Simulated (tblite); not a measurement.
# Geometry relaxation, with input and output: Ge₂H₃ClF (part 2 of 2)

Ge₂H₃ClF, multiplicity 2, SMILES [F][Ge]([Cl])[GeH3]; GFN2-xTB geometry optimisation, gas phase (tblite 0.8.0). 

Geometry of the input (Å):
```
Ge 1.0109  1.8466  0.1459
Ge 0.0753  -0.3706  0.2666
F  2.5812  2.0724  1.0220
Cl 0.8011  2.8994  -1.7787
H  -1.3201  -0.3211  -0.2603
H  0.0701  -0.8316  1.6996
H  0.9262  -1.3235  -0.5561
```

## Trajectory as extended XYZ, continued
```
7
Properties=species:S:1:pos:R:3:forces:R:3 step=25 energy=-401.83387
Ge    0.7888    2.2454    0.3783   -0.0330   0.0100   0.0070
Ge    0.1457   -0.3550    0.2444    0.0300  -0.0130  -0.0050
F     2.5747    2.0309    0.7730    0.0310  -0.0130   0.0040
Cl    0.9949    2.7704   -1.7019    0.0030   0.0000  -0.0180
H    -1.2886   -0.3885   -0.2619   -0.0190  -0.0050  -0.0070
H     0.0559   -0.9013    1.6609   -0.0030  -0.0130   0.0050
H     0.8734   -1.4303   -0.5538   -0.0080   0.0340   0.0150
7
Properties=species:S:1:pos:R:3:forces:R:3 step=26 energy=-401.83409
Ge    0.7887    2.2452    0.3768   -0.0340   0.0160   0.0060
Ge    0.1455   -0.3528    0.2472    0.0240  -0.0200  -0.0040
F     2.5738    2.0266    0.7709    0.0340  -0.0130   0.0050
Cl    0.9959    2.7695   -1.7038    0.0010  -0.0030  -0.0150
H    -1.2886   -0.3897   -0.2577   -0.0220  -0.0020  -0.0200
H     0.0505   -0.9060    1.6604    0.0080  -0.0130   0.0100
H     0.8790   -1.4213   -0.5548   -0.0120   0.0340   0.0170
7
Properties=species:S:1:pos:R:3:forces:R:3 step=27 energy=-401.83428
Ge    0.7876    2.2463    0.3758   -0.0170   0.0180   0.0010
Ge    0.1457   -0.3514    0.2499    0.0050  -0.0140   0.0030
F     2.5738    2.0223    0.7687    0.0210  -0.0110   0.0050
Cl    0.9971    2.7684   -1.7058   -0.0020  -0.0050  -0.0070
H    -1.2891   -0.3909   -0.2540   -0.0160  -0.0010  -0.0280
H     0.0455   -0.9108    1.6601    0.0190  -0.0130   0.0130
H     0.8842   -1.4124   -0.5556   -0.0110   0.0260   0.0150
7
Properties=species:S:1:pos:R:3:forces:R:3 step=28 energy=-401.83439
Ge    0.7864    2.2478    0.3755    0.0030   0.0140  -0.0030
Ge    0.1459   -0.3512    0.2512   -0.0150   0.0000   0.0100
F     2.5743    2.0198    0.7676    0.0040  -0.0080   0.0030
Cl    0.9978    2.7677   -1.7070   -0.0040  -0.0070  -0.0010
H    -1.2897   -0.3914   -0.2527   -0.0060  -0.0010  -0.0290
H     0.0434   -0.9134    1.6603    0.0240  -0.0130   0.0120
H     0.8867   -1.4077   -0.5559   -0.0060   0.0150   0.0090
7
Properties=species:S:1:pos:R:3:forces:R:3 step=29 energy=-401.83446
Ge    0.7856    2.2491    0.3755    0.0170   0.0100  -0.0050
Ge    0.1457   -0.3513    0.2520   -0.0260   0.0100   0.0140
F     2.5748    2.0186    0.7671   -0.0090  -0.0060   0.0020
Cl    0.9982    2.7671   -1.7076   -0.0060  -0.0080   0.0020
H    -1.2902   -0.3917   -0.2529    0.0010  -0.0010  -0.0270
H     0.0431   -0.9148    1.6607    0.0240  -0.0120   0.0090
H     0.8876   -1.4053   -0.5558   -0.0020   0.0080   0.0040
7
Properties=species:S:1:pos:R:3:forces:R:3 step=30 energy=-401.83458
Ge    0.7848    2.2511    0.3753    0.0320   0.0040  -0.0040
Ge    0.1449   -0.3511    0.2536   -0.0380   0.0210   0.0180
F     2.5754    2.0163    0.7663   -0.0230  -0.0040   0.0000
Cl    0.9986    2.7661   -1.7085   -0.0070  -0.0080   0.0040
H    -1.2909   -0.3922   -0.2538    0.0100  -0.0030  -0.0210
H     0.0430   -0.9175    1.6616    0.0220  -0.0100   0.0050
H     0.8891   -1.4012   -0.5555    0.0030   0.0000  -0.0020
7
Properties=species:S:1:pos:R:3:forces:R:3 step=31 energy=-401.83483
Ge    0.7841    2.2548    0.3745    0.0490  -0.0040   0.0000
Ge    0.1426   -0.3495    0.2577   -0.0470   0.0320   0.0200
F     2.5758    2.0111    0.7645   -0.0390   0.0000  -0.0020
Cl    0.9992    2.7637   -1.7105   -0.0080  -0.0090   0.0040
H    -1.2922   -0.3935   -0.2554    0.0190  -0.0040  -0.0120
H     0.0426   -0.9239    1.6632    0.0180  -0.0060  -0.0020
H     0.8927   -1.3911   -0.5549    0.0090  -0.0080  -0.0080
7
Properties=species:S:1:pos:R:3:forces:R:3 step=32 energy=-401.83519
Ge    0.7842    2.2600    0.3726    0.0550  -0.0120   0.0100
Ge    0.1378   -0.3455    0.2654   -0.0460   0.0310   0.0170
F     2.5754    2.0017    0.7612   -0.0460   0.0030  -0.0030
Cl    1.0002    2.7596   -1.7140   -0.0080  -0.0090   0.0000
H    -1.2939   -0.3961   -0.2577    0.0240  -0.0050  -0.0010
H     0.0415   -0.9355    1.6655    0.0100   0.0030  -0.0120
H     0.8996   -1.3726   -0.5539    0.0110  -0.0100  -0.0110
7
Properties=species:S:1:pos:R:3:forces:R:3 step=33 energy=-401.83551
Ge    0.7858    2.2641    0.3703    0.0390  -0.0130   0.0200
Ge    0.1323   -0.3401    0.2739   -0.0290   0.0160   0.0070
F     2.5737    1.9916    0.7576   -0.0330   0.0040  -0.0020
Cl    1.0009    2.7551   -1.7178   -0.0060  -0.0100  -0.0080
H    -1.2949   -0.3992   -0.2593    0.0170  -0.0050   0.0060
H     0.0396   -0.9480    1.6672    0.0030   0.0110  -0.0170
H     0.9073   -1.3519   -0.5529    0.0080  -0.0020  -0.0070
7
Properties=species:S:1:pos:R:3:forces:R:3 step=34 energy=-401.83565
Ge    0.7876    2.2650    0.3692    0.0130  -0.0080   0.0240
Ge    0.1295   -0.3369    0.2780   -0.0100   0.0020  -0.0020
F     2.5721    1.9870    0.7559   -0.0090   0.0010   0.0000
Cl    1.0010    2.7529   -1.7197   -0.0040  -0.0100  -0.0110
H    -1.2947   -0.4010   -0.2594    0.0040  -0.0040   0.0040
H     0.0385   -0.9537    1.6671    0.0010   0.0140  -0.0120
H     0.9109   -1.3418   -0.5522    0.0040   0.0050  -0.0030
7
Properties=species:S:1:pos:R:3:forces:R:3 step=35 energy=-401.83569
Ge    0.7885    2.2645    0.3694    0.0000  -0.0040   0.0190
Ge    0.1290   -0.3362    0.2785   -0.0010  -0.0020  -0.0060
F     2.5714    1.9865    0.7558    0.0040   0.0000   0.0020
Cl    1.0008    2.7526   -1.7201   -0.0030  -0.0110  -0.0080
H    -1.2944   -0.4014   -0.2590   -0.0040  -0.0030   0.0010
H     0.0381   -0.9540    1.6665    0.0010   0.0130  -0.0060
H     0.9113   -1.3404   -0.5521    0.0030   0.0080  -0.0010
7
Properties=species:S:1:pos:R:3:forces:R:3 step=36 energy=-401.83571
Ge    0.7889    2.2641    0.3699   -0.0050  -0.0010   0.0120
Ge    0.1289   -0.3360    0.2783    0.0030  -0.0020  -0.0090
F     2.5712    1.9865    0.7559    0.0090  -0.0010   0.0030
Cl    1.0006    2.7523   -1.7203   -0.0030  -0.0120  -0.0020
H    -1.2943   -0.4015   -0.2587   -0.0070  -0.0030  -0.0010
H     0.0379   -0.9536    1.6661    0.0010   0.0110  -0.0020
H     0.9115   -1.3401   -0.5522    0.0020   0.0090  -0.0010
7
Properties=species:S:1:pos:R:3:forces:R:3 step=37 energy=-401.83574
Ge    0.7893    2.2637    0.3708   -0.0080   0.0030   0.0000
Ge    0.1285   -0.3358    0.2782    0.0050   0.0010  -0.0100
F     2.5712    1.9863    0.7559    0.0130  -0.0020   0.0040
Cl    1.0003    2.7515   -1.7208   -0.0050  -0.0150   0.0090
H    -1.2944   -0.4019   -0.2585   -0.0090  -0.0030  -0.0030
H     0.0378   -0.9531    1.6657    0.0020   0.0090   0.0020
H     0.9120   -1.3391   -0.5523    0.0020   0.0080  -0.0010
7
Properties=species:S:1:pos:R:3:forces:R:3 step=38 energy=-401.83578
Ge    0.7896    2.2637    0.3720   -0.0070   0.0050  -0.0130
Ge    0.1278   -0.3355    0.2783    0.0040   0.0060  -0.0100
F     2.5714    1.9854    0.7559    0.0140  -0.0030   0.0050
Cl    1.0000    2.7498   -1.7215   -0.0060  -0.0170   0.0200
H    -1.2949   -0.4024   -0.2587   -0.0090  -0.0040  -0.0030
H     0.0378   -0.9529    1.6654    0.0010   0.0070   0.0040
H     0.9130   -1.3365   -0.5524    0.0030   0.0050  -0.0030
7
Properties=species:S:1:pos:R:3:forces:R:3 step=39 energy=-401.83583
Ge    0.7900    2.2642    0.3736   -0.0030   0.0070  -0.0260
Ge    0.1263   -0.3346    0.2786    0.0020   0.0150  -0.0080
F     2.5720    1.9834    0.7557    0.0110  -0.0030   0.0050
Cl    0.9994    2.7466   -1.7223   -0.0080  -0.0190   0.0330
H    -1.2959   -0.4035   -0.2592   -0.0070  -0.0050  -0.0020
H     0.0380   -0.9532    1.6652    0.0000   0.0050   0.0050
H     0.9151   -1.3313   -0.5526    0.0050   0.0000  -0.0070
7
Properties=species:S:1:pos:R:3:forces:R:3 step=40 energy=-401.83593
Ge    0.7906    2.2653    0.3758    0.0030   0.0070  -0.0370
Ge    0.1238   -0.3326    0.2792   -0.0020   0.0240  -0.0030
F     2.5730    1.9798    0.7554    0.0050  -0.0020   0.0050
Cl    0.9982    2.7407   -1.7231   -0.0100  -0.0200   0.0420
H    -1.2978   -0.4056   -0.2603   -0.0030  -0.0060   0.0000
H     0.0382   -0.9537    1.6649   -0.0020   0.0040   0.0040
H     0.9187   -1.3223   -0.5529    0.0080  -0.0070  -0.0120
7
Properties=species:S:1:pos:R:3:forces:R:3 step=41 energy=-401.83608
Ge    0.7918    2.2670    0.3788    0.0110   0.0040  -0.0400
Ge    0.1199   -0.3288    0.2799   -0.0050   0.0300   0.0050
F     2.5749    1.9741    0.7551   -0.0040  -0.0010   0.0030
Cl    0.9960    2.7306   -1.7234   -0.0100  -0.0170   0.0440
H    -1.3008   -0.4092   -0.2619    0.0030  -0.0070   0.0020
H     0.0386   -0.9540    1.6641   -0.0040   0.0040   0.0010
H     0.9244   -1.3081   -0.5536    0.0090  -0.0130  -0.0160
7
Properties=species:S:1:pos:R:3:forces:R:3 step=42 energy=-401.83625
Ge    0.7935    2.2686    0.3820    0.0140   0.0010  -0.0290
Ge    0.1157   -0.3237    0.2799   -0.0060   0.0260   0.0120
F     2.5770    1.9681    0.7551   -0.0100  -0.0010   0.0020
Cl    0.9930    2.7183   -1.7225   -0.0070  -0.0110   0.0320
H    -1.3040   -0.4137   -0.2634    0.0090  -0.0060   0.0020
H     0.0390   -0.9530    1.6627   -0.0050   0.0040  -0.0010
H     0.9306   -1.2930   -0.5548    0.0060  -0.0140  -0.0180
7
Properties=species:S:1:pos:R:3:forces:R:3 step=43 energy=-401.83636
Ge    0.7948    2.2691    0.3836    0.0080  -0.0010  -0.0090
Ge    0.1140   -0.3204    0.2789   -0.0020   0.0130   0.0120
F     2.5781    1.9657    0.7556   -0.0080  -0.0010   0.0000
Cl    0.9907    2.7111   -1.7207   -0.0030  -0.0040   0.0100
H    -1.3055   -0.4163   -0.2640    0.0090  -0.0030   0.0000
H     0.0393   -0.9508    1.6614   -0.0040   0.0040   0.0000
H     0.9332   -1.2869   -0.5558    0.0010  -0.0080  -0.0140
7
Properties=species:S:1:pos:R:3:forces:R:3 step=44 energy=-401.83638
Ge    0.7952    2.2689    0.3837    0.0010  -0.0010   0.0020
Ge    0.1146   -0.3198    0.2780    0.0020   0.0030   0.0080
F     2.5781    1.9665    0.7561   -0.0030  -0.0020   0.0000
Cl    0.9902    2.7106   -1.7197   -0.0010  -0.0010  -0.0010
H    -1.3052   -0.4166   -0.2636    0.0070  -0.0010  -0.0020
H     0.0392   -0.9492    1.6608   -0.0020   0.0040   0.0030
H     0.9326   -1.2888   -0.5564   -0.0030  -0.0010  -0.0090
7
Properties=species:S:1:pos:R:3:forces:R:3 step=45 energy=-401.83639
Ge    0.7952    2.2686    0.3835   -0.0020  -0.0010   0.0030
Ge    0.1153   -0.3201    0.2777    0.0040  -0.0010   0.0040
F     2.5779    1.9674    0.7564   -0.0010  -0.0020   0.0000
Cl    0.9903    2.7116   -1.7194   -0.0010  -0.0010  -0.0030
H    -1.3047   -0.4163   -0.2634    0.0050   0.0000  -0.0030
H     0.0391   -0.9485    1.6608   -0.0020   0.0030   0.0040
H     0.9317   -1.2912   -0.5566   -0.0040   0.0020  -0.0060
```

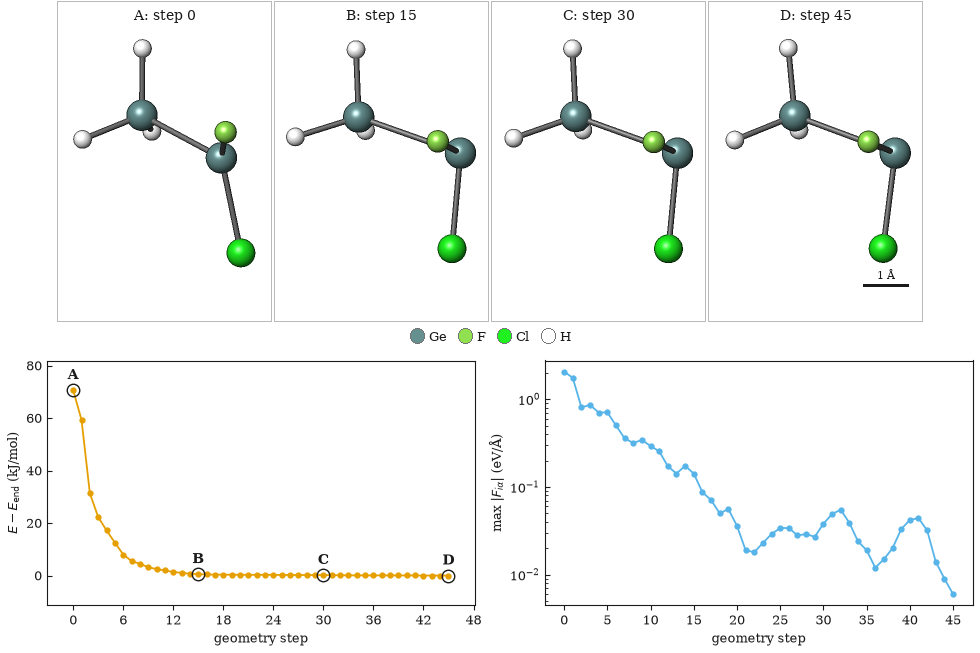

**Figure 1.** Frames of the relaxation (ball-and-stick view, seen at a tilt) above the curves, on which the letters mark them (steps are counted from 0).

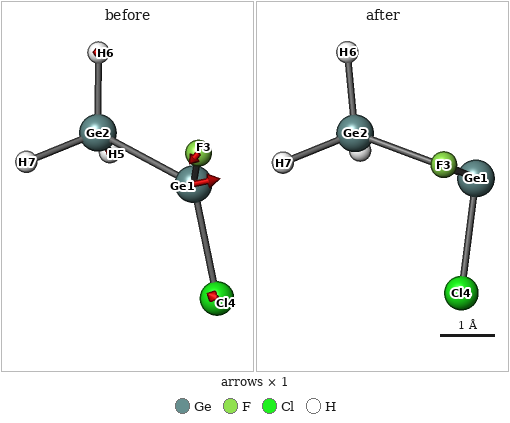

**Figure 2.** Before (left) and after (right) the relaxation, at one scale (ball-and-stick view, seen at a tilt). The red arrows give the displacements, at true length. After 45 geometry steps the energy has fallen by 70.6 kJ/mol. The largest force component goes from 2.1 to 0.006 eV/Å. The largest move after the best rigid fit is that of Ge1, 0.53 Å. By element the largest moves are Ge 0.53 Å, F 0.29 Å, Cl 0.27 Å, H 0.13 Å. Among the contacts that change: Ge1–Ge2 2.410 → 2.679 Å, Ge1–Cl4 2.204 → 2.158 Å, Ge1–F3 1.812 → 1.846 Å, Ge2–H5 1.492 → 1.523 Å. Among the angles that change: Ge2–Ge1–F3 115.3° → 95.5°, F3–Ge1–Cl4 116.4° → 98.2°, Ge2–Ge1–Cl4 116.5° → 100.5°. (Atoms are counted from 1 in the order of the input.)

## Summary

- outcome: converged
- total energy: −401.8364 eV
- wall time: 0.96 s
- peak memory: 0.18 GiB
